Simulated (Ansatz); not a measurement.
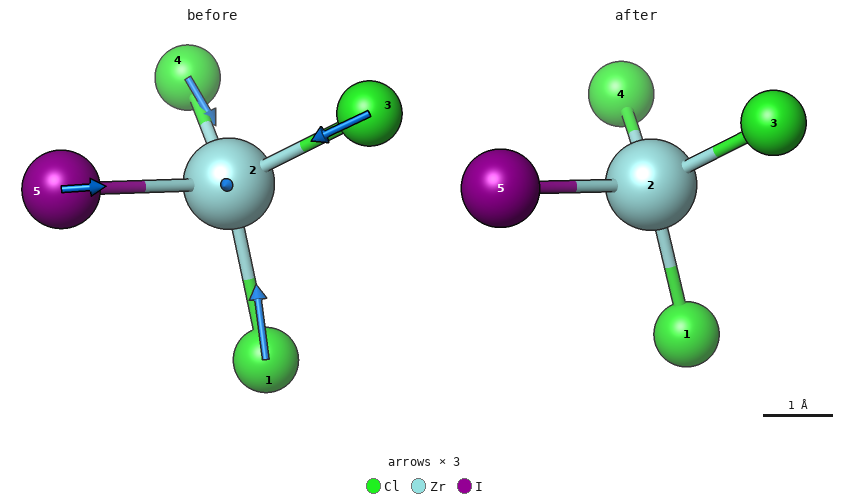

The structure of ZrICl$_{3}$ (coarse preliminary run) before (left) and after (right) a relaxation, at one scale. The blue arrows give the displacements, 3 times their true length.

Style: ball-and-stick. Shown face on.

The start comes from a force field.

Method: RKS PBE-D4/def2-SVP in Ansatz. (force threshold 0.03 eV/Å; at most 200 steps)

Q: What changed between the two?

A: The energy falls by 1.656 eV in 4 geometry steps. The largest force component goes from 2.8 to 0.0089 eV/Å. The largest move after the best rigid fit is that of Cl1, 0.38 Å. Largest moves by element: Cl 0.38 Å, I 0.23 Å, Zr 0.07 Å. Some distances before and after: Cl1–Zr2 2.678 → 2.333 Å, Zr2–Cl3 2.656 → 2.332 Å, Zr2–I5 2.927 → 2.698 Å, Zr2–Cl4 2.472 → 2.332 Å. Bond angles that change, for instance: Cl1–Zr2–Cl4 119.5° → 109.9°, Cl4–Zr2–I5 103.0° → 109.2°, Cl1–Zr2–I5 104.8° → 109.1°. The run took 4 s on 4 threads of AMD EPYC 9R45 96-Core, with other jobs on the host.
